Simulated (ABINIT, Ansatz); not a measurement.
# ZnS (F-43m): third-order response, part 2 of 3

Which lines does ZnS (F-43m) show in Raman and infrared spectra?

ABINIT 10.8.3; DFT LDA, scalar-relativistic, plane waves, PseudoDojo norm-conserving pseudopotentials.

So far. Step 3 (Self-consistent run for the response): The cell stands at -0.45 GPa: the relaxation ran with a smoothed and higher cutoff and on another k mesh. Step 5 (Linear response at Γ): The acoustic modes at Γ come out as far as 4.1 cm⁻¹ from zero, where they should vanish, a small numerical error; the Born charges miss their sum rule by 0.0013 e, which is good. The relaxed cell has a = 5.295 Å (conventional setting).

The database entry behind the starting cell differs from later determinations by our own check (about 0.1 % short), so it need not match the best structure at ambient conditions.

**6. Modes with the sum rule**

anaddb reads the merged derivatives, imposes the acoustic sum rule and charge neutrality, and adds the LO-TO term along chosen directions.

The input, anaddb.abi:

```
ddb_filepath "gamma_DDB"
output_file "anaddb.abo"
outdata_prefix "anaddb"
asr 1
chneut 1
enunit 2
eivec 1
nph1l 1
qph1l 0.0 0.0 0.0 1.0
dieflag 1
nph2l 3
qph2l 
    1.0 0.0 0.0 0.0
    0.0 0.0 1.0 0.0
    1.0 1.0 1.0 0.0
nlflag 1
ramansr 1
alphon 1
prtmbm 1
```

The input, mrgddb.in:

```
gamma_DDB
merged
3
dfpt_gammao_DS2_DDB
dfpt_gammao_DS3_DDB
gso_DDB
```

On the command line:

```sh
$ mrgddb < mrgddb.in > mrgddb.log
$ OMP_NUM_THREADS=1 anaddb anaddb.abi > anaddb.log
```

anaddb.abo, the main output file:

```text
[banners, grids, parts of the stress and lines that vanish by symmetry left out]
-outvars_anaddb: echo values of input variables ----------------------

 Flags :
[...]
Dielectric Tensor and Effective Charges
[...]
Effective charge tensors after
[...]
1          1       -0.000000000       -0.000000000       -0.000000000
[...]
1          2        0.000000000       -0.000000000       -0.012130514
[...]
1          3       -0.000000000       -0.012130514       -0.000000000
[...]
2          1        0.000000000        0.000000000        0.000000000
[...]
2          2       -0.000000000        0.000000000        0.012130514
[...]
2          3        0.000000000        0.012130514        0.000000000
[...]
Phonon wavevector (reduced coordinates) :  0.00000  0.00000  0.00000
 Phonon energies in Hartree :
[...]
Phonon energies in meV     :
-  0.000000E+00  0.000000E+00  0.000000E+00  3.618240E+01  3.618240E+01
-  3.618240E+01
 Phonon frequencies in cm-1    :
-  0.000000E+00  0.000000E+00  0.000000E+00  2.918308E+02  2.918308E+02
-  2.918308E+02
 Phonon frequencies in Thz     :
-  0.000000E+00  0.000000E+00  0.000000E+00  8.748866E+00  8.748866E+00
-  8.748866E+00
 Phonon energies in Kelvin  :
-  0.000000E+00  0.000000E+00  0.000000E+00  4.198793E+02  4.198793E+02
-  4.198793E+02
[...]
-  1  0.00000000E+00  0.00000000E+00  2.37255206E-03
-     0.00000000E+00  0.00000000E+00  0.00000000E+00
-  2  0.00000000E+00  0.00000000E+00  2.37255051E-03
-     0.00000000E+00  0.00000000E+00  0.00000000E+00
[...]
-  1  0.00000000E+00 -2.37255206E-03  0.00000000E+00
-     0.00000000E+00  0.00000000E+00  0.00000000E+00
-  2  0.00000000E+00 -2.37255051E-03  0.00000000E+00
-     0.00000000E+00  0.00000000E+00  0.00000000E+00
[...]
-  1  2.37255206E-03  0.00000000E+00  0.00000000E+00
-     0.00000000E+00  0.00000000E+00  0.00000000E+00
-  2  2.37255051E-03  0.00000000E+00  0.00000000E+00
-     0.00000000E+00  0.00000000E+00  0.00000000E+00
[...]
-  1  0.00000000E+00  0.00000000E+00  1.66143055E-03
-     0.00000000E+00  0.00000000E+00  0.00000000E+00
-  2  0.00000000E+00  1.42736447E-07 -3.38804387E-03
-     0.00000000E+00  0.00000000E+00  0.00000000E+00
[...]
-  1  0.00000000E+00 -1.66143055E-03  0.00000000E+00
-     0.00000000E+00  0.00000000E+00  0.00000000E+00
-  2 -1.03800419E-07  3.38804387E-03  1.42738980E-07
-     0.00000000E+00  0.00000000E+00  0.00000000E+00
[...]
-  1  1.66143055E-03  0.00000000E+00  0.00000000E+00
-     0.00000000E+00  0.00000000E+00  0.00000000E+00
-  2 -3.38804387E-03 -1.03803902E-07  0.00000000E+00
-     0.00000000E+00  0.00000000E+00  0.00000000E+00
[...]
-     1          0.000000     0.000000     0.000001     0.000001
-     2          0.000000    -0.000001    -0.000000     0.000001
-     3          0.000001    -0.000000    -0.000000     0.000001
-     4         -0.000000     0.000000     2.551487     2.551487
-     5          0.000000    -2.551487     0.000000     2.551487
-     6          2.551487     0.000000    -0.000000     2.551487
[...]
-   1     Real    0.0000E+00  0.0000E+00  0.0000E+00  0.0000E+00  0.0000E+00  0.0000E+00  0.0000E+00
[...]
-   2     Real    0.0000E+00  0.0000E+00  0.0000E+00  0.0000E+00  0.0000E+00  0.0000E+00  0.0000E+00
[...]
-   3     Real    0.0000E+00  0.0000E+00  0.0000E+00  0.0000E+00  0.0000E+00  0.0000E+00  0.0000E+00
[...]
-   4     Real    0.0000E+00  0.0000E+00  9.2698E-05  0.0000E+00  0.0000E+00  0.0000E+00  9.2698E-05
[...]
-   5     Real    0.0000E+00  9.2698E-05  0.0000E+00  0.0000E+00  0.0000E+00  0.0000E+00  9.2698E-05
[...]
-   6     Real    9.2698E-05  0.0000E+00  0.0000E+00  0.0000E+00  0.0000E+00  0.0000E+00  9.2698E-05
[...]
-        -0.000000000      -0.000000000      -0.000000000
-        -0.000000000      -0.000000000      -0.000000000
[...]
Phonon at Gamma, with non-analyticity in the
[...]
Phonon energies in Hartree :
[...]
Phonon energies in meV     :
-  0.000000E+00  0.000000E+00  0.000000E+00  3.618240E+01  3.618240E+01
-  4.316537E+01
 Phonon frequencies in cm-1    :
-  0.000000E+00  0.000000E+00  0.000000E+00  2.918308E+02  2.918308E+02
-  3.481522E+02
 Phonon frequencies in Thz     :
-  0.000000E+00  0.000000E+00  0.000000E+00  8.748866E+00  8.748866E+00
-  1.043734E+01
 Phonon energies in Kelvin  :
-  0.000000E+00  0.000000E+00  0.000000E+00  4.198793E+02  4.198793E+02
-  5.009134E+02
[...]
-  1  0.00000000E+00  0.00000000E+00  2.37255206E-03
[...]
-  2  0.00000000E+00  0.00000000E+00  2.37255051E-03
[...]
Phonon at Gamma, with non-analyticity in the
[...]
Phonon energies in Hartree :
[...]
Phonon energies in meV     :
-  0.000000E+00  0.000000E+00  0.000000E+00  3.618240E+01  3.618240E+01
-  4.316537E+01
 Phonon frequencies in cm-1    :
-  0.000000E+00  0.000000E+00  0.000000E+00  2.918308E+02  2.918308E+02
-  3.481522E+02
 Phonon frequencies in Thz     :
-  0.000000E+00  0.000000E+00  0.000000E+00  8.748866E+00  8.748866E+00
-  1.043734E+01
 Phonon energies in Kelvin  :
-  0.000000E+00  0.000000E+00  0.000000E+00  4.198793E+02  4.198793E+02
-  5.009134E+02
[...]
Phonon at Gamma, with non-analyticity in the
[...]
Phonon energies in Hartree :
[...]
Phonon energies in meV     :
-  0.000000E+00  0.000000E+00  0.000000E+00  3.618240E+01  3.618240E+01
-  4.316537E+01
 Phonon frequencies in cm-1    :
-  0.000000E+00  0.000000E+00  0.000000E+00  2.918308E+02  2.918308E+02
-  3.481522E+02
 Phonon frequencies in Thz     :
-  0.000000E+00  0.000000E+00  0.000000E+00  8.748866E+00  8.748866E+00
-  1.043734E+01
 Phonon energies in Kelvin  :
-  0.000000E+00  0.000000E+00  0.000000E+00  4.198793E+02  4.198793E+02
-  5.009134E+02
[...]
-  1  7.16811211E-06 -2.37244360E-03 -2.15177086E-05
[...]
-  2  7.16795302E-06 -2.37244221E-03 -2.15178490E-05
[...]
-  1  2.37253537E-03  7.12005684E-06  5.31765990E-06
[...]
-  2  2.37253397E-03  7.12020649E-06  5.31781073E-06
[...]
-  1  2.29291398E-04  1.04325967E-03 -1.27255106E-03
[...]
-  2 -4.67578567E-04 -2.12744945E-03  2.59502802E-03
[...]
-  1  1.33703395E-03 -8.67089150E-04 -4.69944799E-04
[...]
-  2 -2.72652364E-03  1.76819674E-03  9.58326902E-04
[...]
-         0.000000000      -0.000000000      -0.000000000
-         0.000000000      -0.000000000      -0.000000000
[...]
-         0.000000000       0.000742537      -0.000608744
-         0.000742537      -0.000000000      -0.000133792
-        -0.000608744      -0.000133792       0.000000000
[...]
-        -0.000000000       0.000274214       0.000505949
-         0.000274214       0.000000000      -0.000780162
-         0.000505949      -0.000780162       0.000000000
[...]
Direction                     Dielectric constant
[...]
0.00000   0.00000   1.00000      8.84475376
   1.00000   1.00000   1.00000      8.84475376
-
```

Elapsed: 1.1 s, on 1 thread of Arm Neoverse N1, shared host.

Numbers from this step:

```yaml
mean_static_dielectric_constant: 8.845
highest_mode_moved_by_the_lo_to_term: 348.1 cm⁻¹
```

No LO-TO term; unit eigenvectors of the mass-weighted matrix, from anaddb's displacements. Modes at Γ, with each element's share of the kinetic energy:

```csv
mode,frequency (cm⁻¹),symmetry,Zn %,S %
1,0.0,acoustic,67,33
2,0.0,acoustic,67,33
3,0.0,acoustic,67,33
4,291.8,T2,33,67
5,291.8,T2,33,67
6,291.8,T2,33,67
```

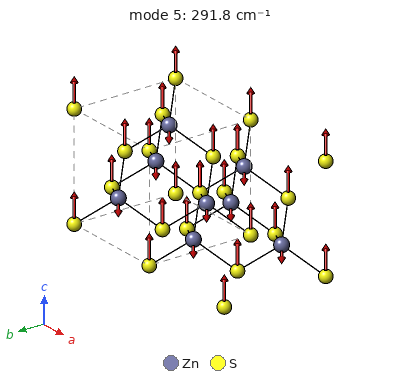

Displacement patterns of mode 5 at Γ; arrows are exaggerated. Bonds to atoms that aren't drawn are left out. 2×1×1 conventional cells are drawn. Some periodic images of atoms are drawn too.

Trace of the oscillator strength, degenerate modes summed. Lines of the infrared spectrum (strongest = 100):

```csv
position (cm⁻¹),lines merged,"IR intensity, relative"
292,3,100
```

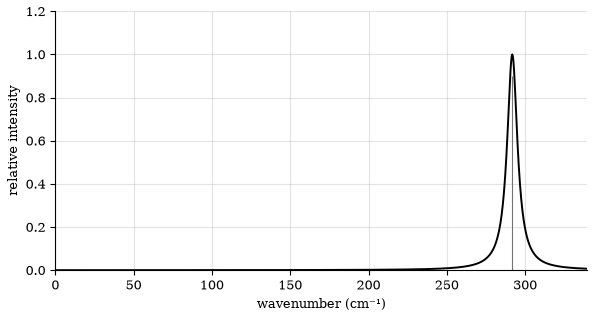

The infrared spectrum, broadened with Lorentzians of width 8 cm⁻¹; bars mark the lines.

From anaddb's Raman susceptibilities, degenerate modes summed; transverse modes, the longitudinal lines of polar modes are not listed. Lines of the Raman spectrum (strongest = 100):

```
position (cm⁻¹)  lines merged  Raman activity (Å⁴/amu), powder, relative
            292             3                                        100
```

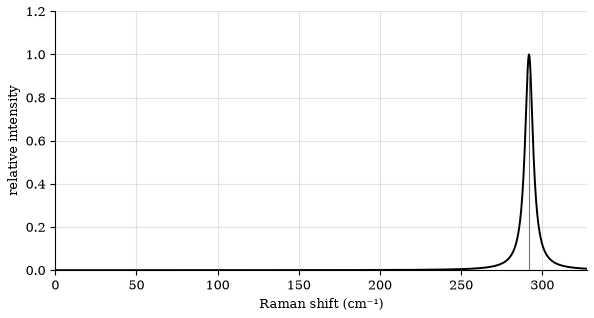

The Raman spectrum, broadened with Lorentzians of width 6 cm⁻¹; bars mark the lines.

Static dielectric tensor (ions relaxed, fixed cell):

```
8.84 0.00 0.00
0.00 8.84 0.00
0.00 0.00 8.84
```

Non-linear optical d (pm/V). Tensor:

```
field along  xx  yy  zz      yz      xz      xy
          x   0   0   0  -10.43       0       0
          y   0   0   0       0  -10.43       0
          z   0   0   0       0       0  -10.43
```

The rule moves no optical mode by more than 0.1 cm⁻¹.

[end of part 2 of 3]

[Host names and launcher messages were left out of these logs when they were recorded.]

[Logs are printed without paths, hosts, clocks, repeated set-up lines and the standing remarks that a program may print on its own settings, such as how far it seeks lower states.]

[Hosts, paths, dates, database ids (printed as entryN), source tags and the programs' standing remarks are cut or masked in the printed files.]
